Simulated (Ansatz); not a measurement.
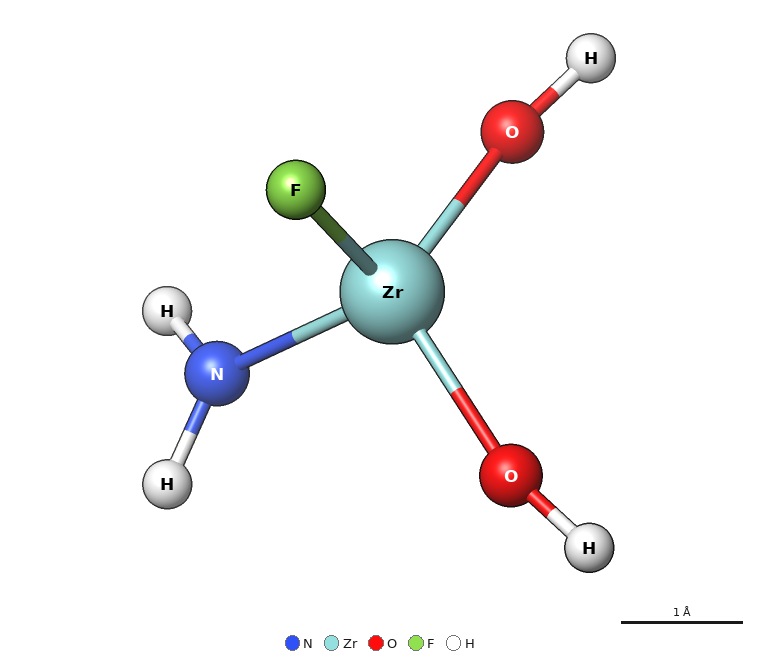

The picture shows a molecular structure as a ball-and-stick model. Every bond is drawn as one stick, whatever its order.

The species is neutral and a spin singlet.

> Count the atoms of each element.

FH₄NO₂Zr, 9 atoms: 1 fluorine, 4 hydrogen, 1 nitrogen, 2 oxygen and 1 zirconium.

> Give a SMILES string for it.

[NH2][Zr]([OH])([OH])[F]

More results for the same structure follow; atom numbers are the same in all pictures, views and colours differ. The geometry was computed by an optimisation with PBE0-D4/def2-TZVP.

## Geometry

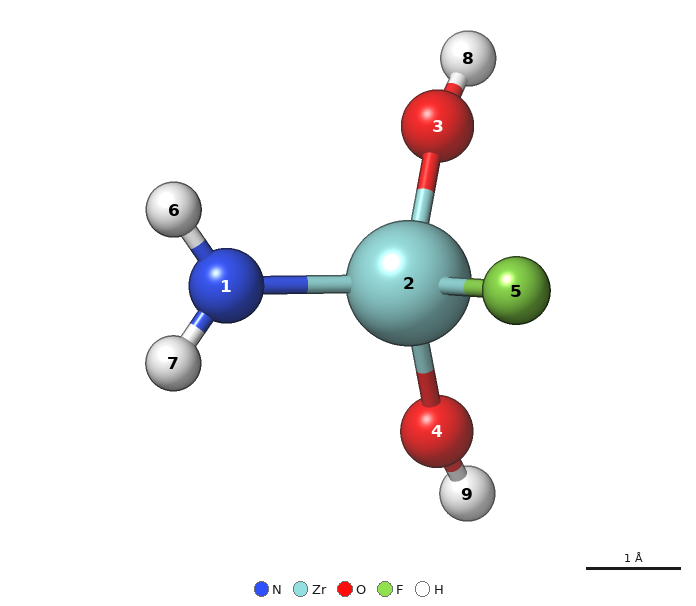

Atoms carry their numbers in the input.

Give the bond lengths.

```json
{"bond": "N1–Zr2", "length (Å)": "2.034"}
{"bond": "N1–H6", "length (Å)": "1.010"}
{"bond": "N1–H7", "length (Å)": "1.010"}
{"bond": "Zr2–O3", "length (Å)": "1.921"}
{"bond": "Zr2–O4", "length (Å)": "1.921"}
{"bond": "Zr2–F5", "length (Å)": "1.927"}
{"bond": "O3–H8", "length (Å)": "0.952"}
{"bond": "O4–H9", "length (Å)": "0.952"}
```

## Thermal motion

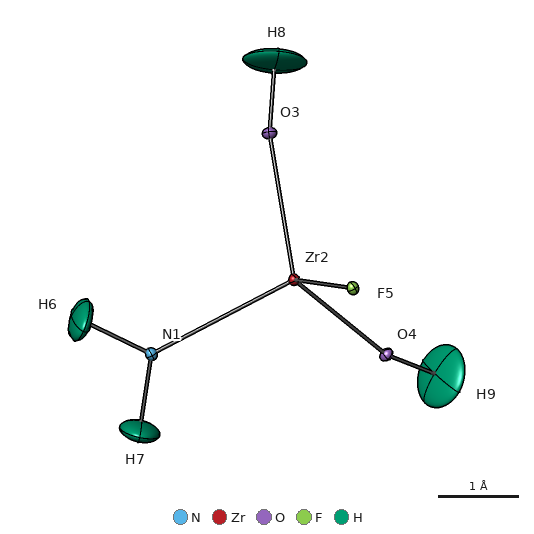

Displacement ellipsoids at the 50 % level, from the internal vibrations of the free molecule (harmonic, no overall translation or rotation; no half-axis is drawn under 0.075 Å). Vibrations computed with RKS PBE0-D4/def2-TZVP, core potentials on Zr (Ansatz 0.2.0). Temperature: 0 K (zero-point motion alone).

List U_eq and the three principal root-mean-square amplitudes for each kind of atom.

```json
{"atom": "N1", "U_eq (Å²)": "0.0028", "rms amplitudes (Å)": "0.043, 0.056, 0.057"}
{"atom": "Zr2", "U_eq (Å²)": "0.00028", "rms amplitudes (Å)": "0.016, 0.017, 0.017"}
{"atom": "O3, O4", "U_eq (Å²)": "0.0029", "rms amplitudes (Å)": "0.039, 0.058, 0.061"}
{"atom": "F5", "U_eq (Å²)": "0.0024", "rms amplitudes (Å)": "0.039, 0.051, 0.057"}
{"atom": "H6, H7", "U_eq (Å²)": "0.0389", "rms amplitudes (Å)": "0.082, 0.168, 0.285"}
{"atom": "H8, H9", "U_eq (Å²)": "0.0545", "rms amplitudes (Å)": "0.074, 0.262, 0.299"}
```

## Charges

The questions are on Mulliken charges. Level of theory: RKS r2SCAN-D4/def2-TZVPP, core potentials on Zr (Ansatz 0.2.0).

Give the Mulliken charges atom by atom.

```json
{"atom": "N1", "value (e)": "−0.64"}
{"atom": "Zr2", "value (e)": "1.47"}
{"atom": "O3", "value (e)": "−0.55"}
{"atom": "O4", "value (e)": "−0.55"}
{"atom": "F5", "value (e)": "−0.42"}
{"atom": "H6", "value (e)": "0.15"}
{"atom": "H7", "value (e)": "0.15"}
{"atom": "H8", "value (e)": "0.19"}
{"atom": "H9", "value (e)": "0.19"}
```

## Electronic properties

Level of theory: RKS r2SCAN0-D4/def2-TZVPP, core potentials on Zr (Ansatz 0.2.0).

> Estimate the LUMO energy (Kohn–Sham orbital).

0.13 eV.

> What is the HOMO energy (Kohn–Sham orbital)?

−7.49 eV.

> Estimate the dispersion correction.

−4.8 kJ/mol.

Mulliken values depend strongly on the basis set and can even reverse the polarity of a bond.
